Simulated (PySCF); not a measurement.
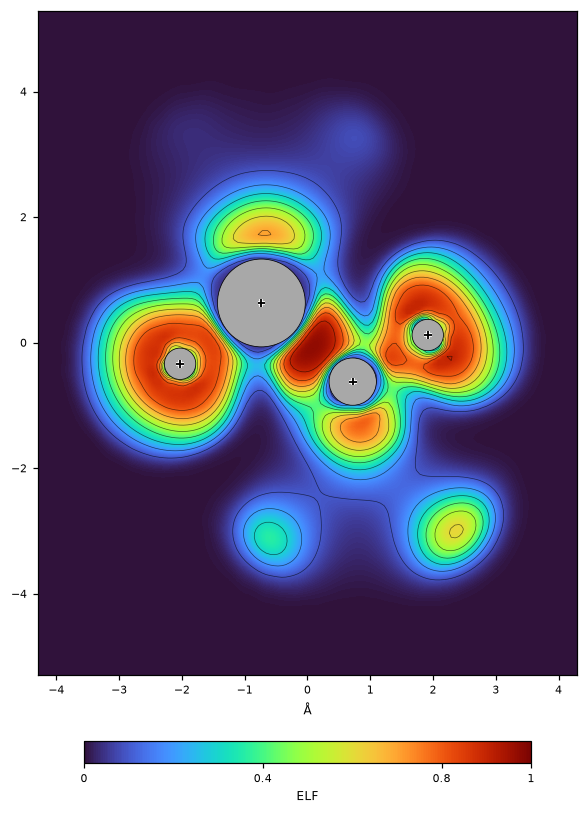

The ELF on a plane through atoms (crosses mark nuclei in the plane; grey discs cover the cores).

These are results of PBE0/def2-SVPD, SCF density, gas phase (PySCF 2.14.0), not measurements.

Candidates:
A. C4H9BO (SMILES COBC1CC1)
B. CH8F2Si3

> Which candidate gave the map?

Candidate B: CH8F2Si3 on the plane of atoms F1, C2 and Si4, which holds F, C and Si. C–F (1.41 Å): the ELF peaks at about 0.85 between the atoms, as expected for a shared but strongly polarised pair. Si–F (1.63 Å): the ELF peaks at about 0.85 in the valence shell of F, 0.6 Å from its nucleus, and is about 0.45 at the midpoint.
